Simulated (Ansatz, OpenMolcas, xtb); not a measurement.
## How methods differ on InHCl2O (SMILES [OH][In]([Cl])[Cl])

InHCl2O: 5 atoms, total charge 0, spin state singlet. As SMILES, `[OH][In]([Cl])[Cl]`. The coordinates come from a PBE0-D4/def2-TZVP relaxation.

```
atom    x (Å)    y (Å)    z (Å)
   O  -0.3478   1.5102  -0.1372
  In  -0.0879  -0.4329  -0.1008
  Cl   1.7226  -1.3206   1.0199
  Cl  -1.5806  -1.8016  -1.1706
   H   0.3436   1.9712   0.3472
```

Each level gives the HOMO–LUMO gap (eV). The values are calculated.

| level | kind | program | value (eV) | CPU time |
| --- | --- | --- | --- | --- |
| GFN2-xTB | semi-empirical | xtb | 3.11 | under 2 s |
| HF/def2-SVP (core potential) | Hartree–Fock | OpenMolcas | 13.58 | 8.6 s |
| SVWN5/def2-SVP (core potential) | LDA | Ansatz | 3.97 | 3.7 s |
| BLYP/def2-SVP (core potential) | GGA | Ansatz | 3.99 | 5.9 s |
| revPBE/def2-SVP (core potential) | GGA | OpenMolcas | 4.10 | 26 s |
| TPSS/def2-SVP (core potential) | meta-GGA | OpenMolcas | 4.31 | 32 s |
| B3LYP/def2-SVP (core potential) | global hybrid | Ansatz | 6.00 | 7 s |
| wB97X/def2-SVP (core potential) | range-separated hybrid | Ansatz | 11.13 | 27 s |
| PBE-QIDH/def2-SVP (core potential) | double hybrid | Ansatz | 10.88 | 11 s |

The values span 3.11 to 13.58 eV. Orbital gaps aren't excitation energies, and those of double hybrids come from the SCF part alone; they tend to grow with the share of exact exchange. CPU times are rough (shared hosts, several kinds of processor and program).

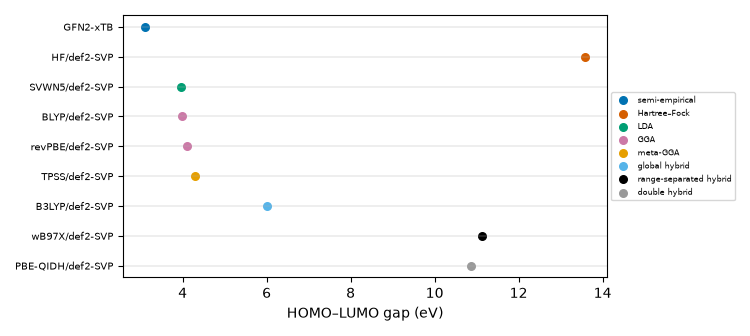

The values of the table, level by level.
